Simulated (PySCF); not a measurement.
Bond stretch in H3As, SMILES [AsH3]. The As1–H4 bond (As1 also carries H, H; H4 carries nothing else) is varied alone, starting from the PBE0/def2-TZVP optimised geometry.

Methods: UKS-BLYP = unrestricted BLYP/cc-pVTZ (PySCF); RKS-PBE = restricted PBE/cc-pVTZ run with PySCF 2.14.0; UKS-PBE = unrestricted PBE/cc-pVTZ (PySCF).

Magnitude of the dipole moment (D; its direction can reverse along the curve, and a method can change to another solution) and Mulliken charge of the fragment that holds As1:

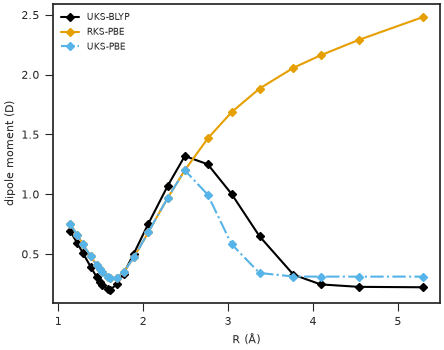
Dipole moment against bond length.

```tsv
R / Å	μ UKS-BLYP	q UKS-BLYP	μ RKS-PBE	q RKS-PBE	μ UKS-PBE	q UKS-PBE
1.14	0.69	-0.07	0.75	-0.05	0.75	-0.05
1.22	0.60	-0.07	0.66	-0.05	0.66	-0.05
1.29	0.51	-0.05	0.58	-0.04	0.58	-0.04
1.38	0.39	-0.02	0.48	-0.02	0.48	-0.02
1.45	0.31	0.01	0.41	0.00	0.41	0.00
1.49	0.27	0.02	0.37	0.00	0.37	0.00
1.52	0.24	0.02	0.35	0.01	0.35	0.01
1.58	0.20	0.03	0.31	0.02	0.31	0.02
1.61	0.20	0.04	0.30	0.02	0.30	0.02
1.69	0.25	0.05	0.30	0.03	0.30	0.03
1.77	0.34	0.06	0.35	0.03	0.35	0.03
1.89	0.50	0.07	0.47	0.04	0.47	0.04
2.06	0.75	0.08	0.68	0.05	0.68	0.05
2.29	1.07	0.09	0.97	0.06	0.97	0.06
2.49	1.32	0.10	1.20	0.07	1.20	0.07
2.76	1.25	0.08	1.47	0.09	1.00	0.05
3.04	1.00	0.06	1.69	0.09	0.58	0.02
3.37	0.65	0.03	1.88	0.10	0.34	0.00
3.77	0.33	0.01	2.06	0.10	0.31	0.00
4.09	0.25	0.00	2.16	0.10	0.31	0.00
4.54	0.23	0.00	2.29	0.10	0.31	0.00
5.29	0.22	0.00	2.48	0.10	0.31	0.00
```

The unrestricted determinant behind UKS-BLYP, UKS-PBE is spin-contaminated at 2.76 to 5.29 Å (<S²> up to 1.0, against 0.00 for a pure singlet). The restricted form behind RKS-PBE keeps the bonding electrons paired and can't separate into open-shell fragments.
